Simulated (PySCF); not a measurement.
## Electronic structure of TeBr (doublet) in real space

```csv
atom,x (Å),y (Å),z (Å)
Te,0.0000,0.0000,-0.9331
Br,0.0000,0.0000,1.5359
```

These are results of PBE0/x2c-TZVPPall, spin-free X2C-1e, Gaussian nucleus, at a bond length of 2.469 Å (PySCF 2.14.0), not measurements.

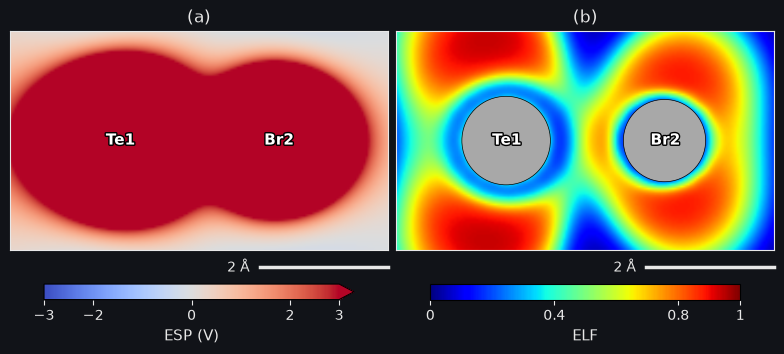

Figure 1. (a) molecular electrostatic potential; (b) electron localisation function on a plane that holds the molecular axis. Grey discs cover the atomic cores in the ELF map.

**What do the fields say about this system?**

The plane passes through Te and Br nuclei.
Te–Br (2.47 Å): the ELF peaks at about 0.75 between the atoms.
The ELF also peaks beside Br2, away from the bonds: non-bonding electrons, paired or unpaired.
The potential has no marked negative region in this plane.

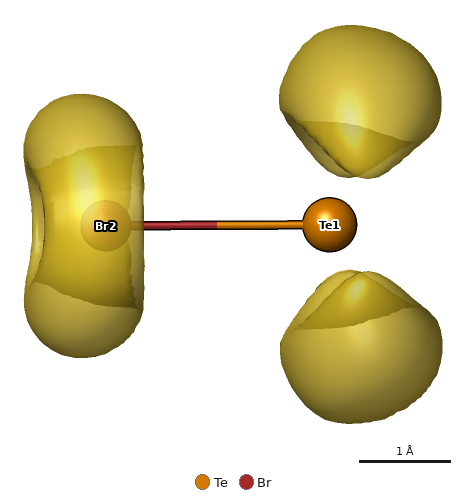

Figure 2. Isosurface of the electron localisation function at 0.8 (yellow), seen from one side. Only the valence region is drawn (cores and ρ < 0.01 e/Å³ removed).

**What do the ELF domains correspond to?**

The ELF exceeds this value in one ring or bowl of non-bonding electrons around Br and two lobes on Te, pointing away from the bonds (non-bonding electrons).
